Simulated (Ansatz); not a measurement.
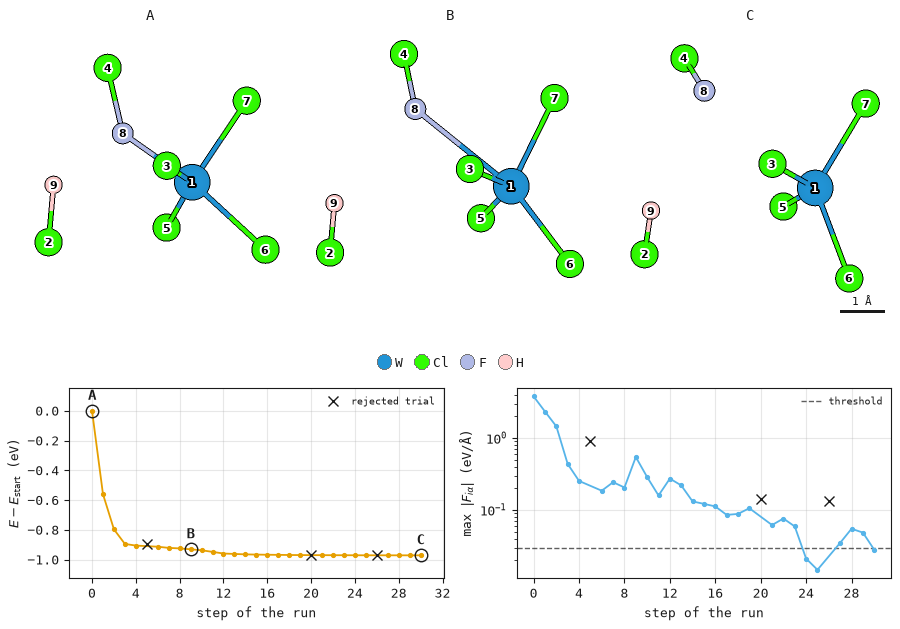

Frames of a relaxation of WHCl6F, marked on the history of the run. Style: ball-and-stick. Shown at a tilt.

The run prepares an end point of a later path (reaction) calculation, from a guessed geometry.

Method: RHF/def2-SVP (Ansatz). Set-up: no spin polarisation; force threshold 0.03 eV/Å; at most 50 steps.

Q: Describe the path.

A: The energy falls by 0.971 eV in 27 accepted moves (30 points after the start). Largest force component: 3.8 eV/Å at the start, 0.028 eV/Å at the end. The line search rejected the trial steps at points 5, 20, 26 of the run. The forces were under the threshold at step 24, but the run went on from there. The atom that moves furthest after the best rigid fit is F8 (1.08 Å). Largest moves by element: F 1.08 Å, H 1.02 Å, Cl 0.99 Å, W 0.54 Å. Near-neighbour distances that change, for instance: W1–F8 1.981 → 3.430 Å, W1–Cl4 3.443 → 4.657 Å, W1–Cl2 3.597 → 4.213 Å, Cl4–F8 1.707 → 1.619 Å. Bonds break, among them: W1–F8 (1.98 → 3.43 Å). Among the angles between lasting bonds that change: Cl6–W1–Cl7 101.3° → 129.5°, Cl3–W1–Cl5 145.5° → 135.9°, Cl5–W1–Cl7 107.8° → 99.3°. From step 0 to 9: H9 moves most (0.92 Å), energy −0.930 eV. From step 9 to 30: Cl6 moves most (0.60 Å), energy −0.041 eV.

Limits of the set-up: Hartree-Fock leaves out electron correlation.
